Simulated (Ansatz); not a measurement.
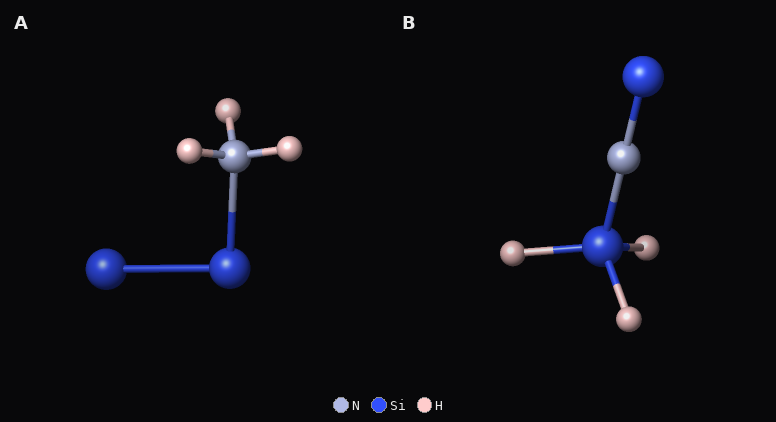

2 stationary structures of one formula. Geometries: PBE0-D4/def2-TZVP. Electronic energies: RHF-CCSD(T) (frozen core)/def2-TZVPP (Ansatz 0.2.0), without zero-point energy. No frequency run is at hand to confirm each as a minimum.

Question: Which structure is the most stable?

Answer: B is lowest (C3v); A lies 3.290 eV above it (Cs).

Give E(B) − E(A) in eV at these levels too: PBE0-D4/def2-TZVPP; RHF-CCSD(T) (frozen core)/def2-TZVPP; ωB97M-V/def2-TZVPP; PBE0-D4/def2-TZVP; r2SCAN-D4/def2-TZVPP; B3LYP-D4/def2-TZVPP; PBE-D4/def2-TZVPP.

```tsv
level	E(B) − E(A) (eV)
PBE0-D4/def2-TZVPP	−3.111
RHF-CCSD(T) (frozen core)/def2-TZVPP	−3.290
ωB97M-V/def2-TZVPP	−3.473
PBE0-D4/def2-TZVP	−3.168
r2SCAN-D4/def2-TZVPP	−3.365
B3LYP-D4/def2-TZVPP	−3.416
PBE-D4/def2-TZVPP	−2.988
```
